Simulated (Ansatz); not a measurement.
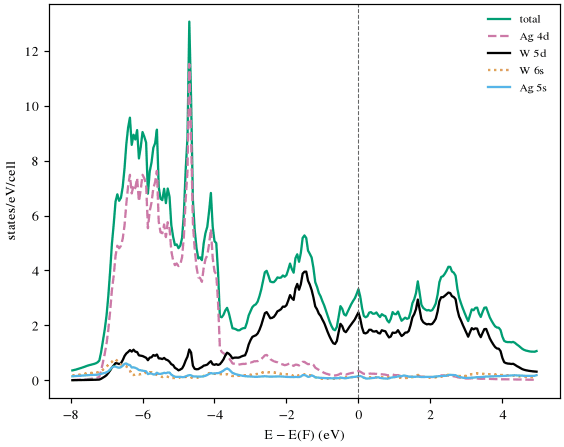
Fig. 1. Total and projected density of states of AgW in space group Pmma (No. 51; W on 2e, Ag on 2f), PBEsol in the plane-wave PAW code Ansatz

Task: Which orbitals carry the states next to the Fermi level?

Result: Within 0.5 eV of the Fermi level: W 5d 74 %, Ag 4d 10 %, outside the projected shells 8 %. Projections are on Löwdin-orthogonalised atomic valence shells; empty p or d shells of many metals are not among them.

Task: Where is the tallest occupied peak in this window, and what makes it?

Result: Near -4.7 eV, about 13 states/eV per cell; the largest projected share is Ag 4d.

The start of the workflow was typed in or built on a structure type; neither database checked (COD, Materials Project) lists it. Whether it is the stable phase at ambient conditions was not checked. The PBEsol relaxation kept the symmetry of its start. At this level the phase is dynamically unstable (imaginary phonons). No spin polarisation was allowed. Its formation energy is positive at this level, so the cell may be metastable or incomplete. Scalar-relativistic: spin–orbit coupling is off unless named, which matters more the heavier the elements.

Potentials: the earlier of the program's two PAW sets. The files were generated under PBE; for other functionals the program regenerates the frozen cores, and for LDA and PBEsol the local potential too.
